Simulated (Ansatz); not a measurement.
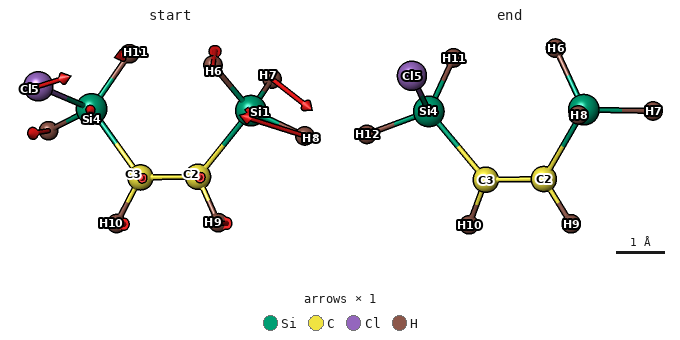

The structure of C2H7ClSi2 (coarse preliminary run) before (left) and after (right) a relaxation, at one scale. The red arrows give the displacements, at their true length.

Style: ball-and-stick. Shown at a tilt.

The start comes from a force field.

All numbers below come from RKS PBE-D4/def2-SVP (Ansatz).

Input file:
```yaml
crystal:
  periodic: [false, false, false]
  atoms:
    - {symbol: Si, position_ang: [-1.651300, 0.722200, -0.834400]}
    - {symbol: C, position_ang: [-0.711300, -0.846300, -0.442500]}
    - {symbol: C, position_ang: [0.457400, -1.074200, 0.222300]}
    - {symbol: Si, position_ang: [1.583900, 0.157600, 1.084000]}
    - {symbol: Cl, position_ang: [2.851300, 0.741500, -0.431600]}
    - {symbol: H, position_ang: [-0.710400, 1.698900, -1.444800]}
    - {symbol: H, position_ang: [-2.108900, 1.255000, 0.461000]}
    - {symbol: H, position_ang: [-2.786200, 0.420300, -1.704600]}
    - {symbol: H, position_ang: [-1.210600, -1.714000, -0.906600]}
    - {symbol: H, position_ang: [0.851200, -2.111600, 0.287200]}
    - {symbol: H, position_ang: [0.879300, 1.343900, 1.540200]}
    - {symbol: H, position_ang: [2.373400, -0.538500, 2.109200]}
basis:
  gaussian: {orbitals: def2-SVP}
hamiltonian: {xc: pbe, dispersion: d4}
relax: {f_tol: 0.03, max_steps: 200}
```

Command:
```bash
ansatz run in.yaml --threads 4 --pin off --events-out ev --progress --plain --max-ram 10444MiB
```

Q: What changed between the two?

A: After 29 geometry steps the energy has fallen by 0.247 eV. Largest force component: 0.96 eV/Å at the start, 0.027 eV/Å at the end. The forces were under the threshold at step 8, but the run went on from there. H8 moves most after the best rigid fit: 1.66 Å. By element the largest moves are H 1.66 Å, Cl 0.90 Å, C 0.32 Å, Si 0.26 Å. Near-neighbour distances that change, for instance: Si4–H11 1.453 → 1.502 Å, Si1–H8 1.462 → 1.506 Å, Si4–Cl5 2.060 → 2.095 Å, Si1–H7 1.474 → 1.507 Å. Among the angles between lasting bonds that change: C3–Si4–Cl5 102.6° → 109.6°, H11–Si4–H12 115.4° → 109.8°, Si1–C2–H9 110.1° → 115.5°. Groups turn about Si1–C2 by about 75°, C3–Si4 by about 35°. Cost: 34 s on 4 threads of Arm Neoverse V2 (shared host).
